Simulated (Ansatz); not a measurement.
## Electronic structure of FHNSi2 (SMILES F[Si-2][N+]#[SiH]) (charge −1) in real space

```xyz
5

F     1.3425   -2.1555   -0.4234
N     0.3921    0.2806    0.1642
Si   -0.7510    1.2287    0.9337
Si    1.4118   -0.5035   -0.8836
H     0.0810    1.7224    2.1764
```

Geometry: r2SCAN-D4/def2-SVPD.

Level of theory: isolated molecule in a Gaussian basis; Kohn-Sham density functional theory, functional PBE0 in Ansatz 0.2.0.

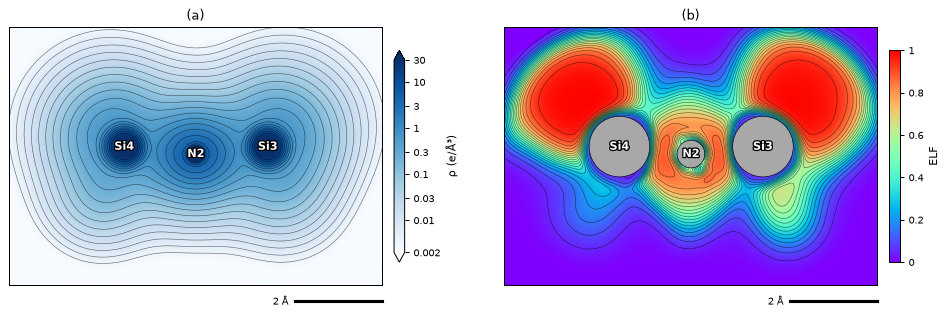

Figure 1. (a) total electron density; (b) ELF on the plane of atoms Si3, N2 and Si4. Grey discs cover the atomic cores in the ELF map.

Question: Interpret the plot.

Answer: The plane passes through N and Si nuclei.
Si–N (1.66 Å): the density is about 1.2 e/Å³ at the midpoint; the ELF peaks at about 0.85 between the atoms (a polar covalent bond).
The ELF also peaks beside Si4 and Si3, away from the bonds: lone-pair regions.

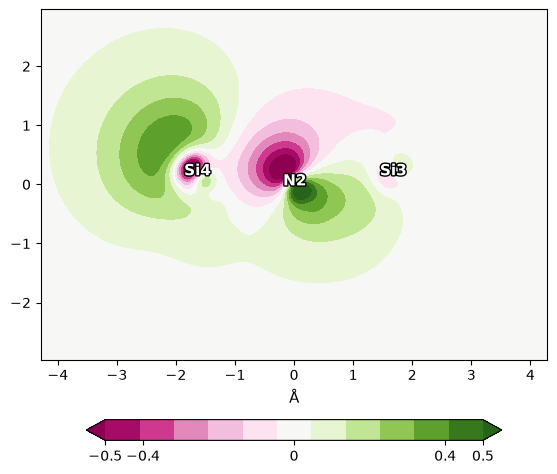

Figure 2. The HOMO−1 on the plane of atoms Si3, N2 and Si4 (values in Å⁻³ᐟ²; the overall sign is arbitrary).

Question: What is the character of this orbital?

Answer: It lies mainly on Si4 (about 65 %), N2 (about 20 %), Si3 (about 10 %) and F1 (about 10 %). Its energy is −2.01 eV.

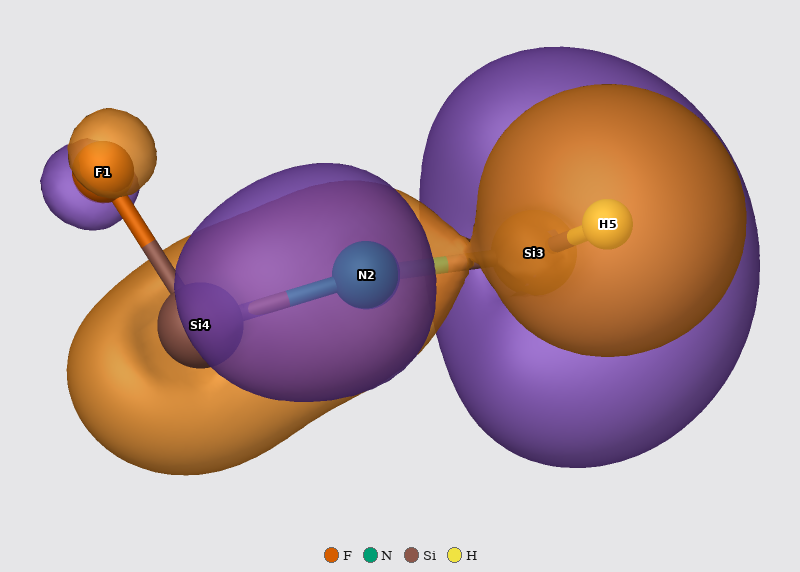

Figure 3. The HOMO at ±0.06 Å⁻³ᐟ² (orange and purple are the two phases), seen at a tilt.

Question: Where does this orbital lie, and at what energy?

Answer: By Hirshfeld shares it lies mainly on Si3 (about 55 %), N2 (about 15 %), H5 (about 15 %) and Si4 (about 10 %). Its energy is −1.14 eV.
